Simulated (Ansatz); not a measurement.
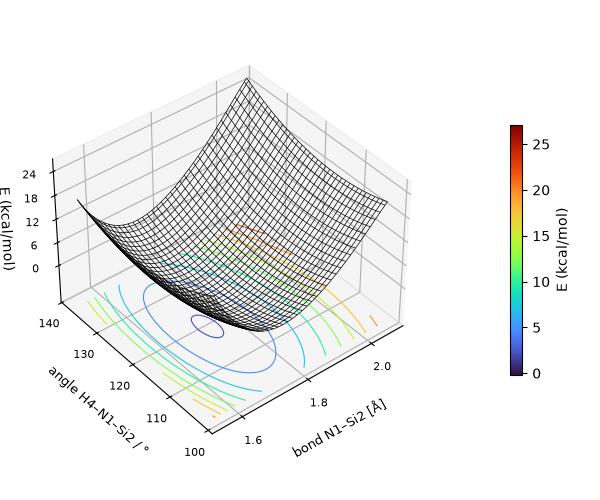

Energy landscape of H₅NSi, SMILES N[SiH3]. Two internal coordinates are moved rigidly from the geometry relaxed at PBE0-D4/def2-TZVP, all others fixed. First axis: bond N1–Si2. Second axis: angle H4–N1–Si2. Grid: 7 × 7 points. Energies are in kcal/mol, from the lowest grid point. Method: RKS PBE-D4/def2-TZVPP in Ansatz.

Drawn: a relief with its contours projected below. Between grid points the surface is interpolated. 

> What does the map say about the system?

The lowest grid point is at bond N1–Si2 = 1.758 Å, angle H4–N1–Si2 = 119.6°. No other kind of well shows on this grid. The highest grid point, bond N1–Si2 = 2.064 Å, angle H4–N1–Si2 = 137.6°, lies 27.1 kcal/mol above the lowest. Round the minimum the two coordinates are weakly coupled (coupling 0.12 in units of the two stiffnesses).
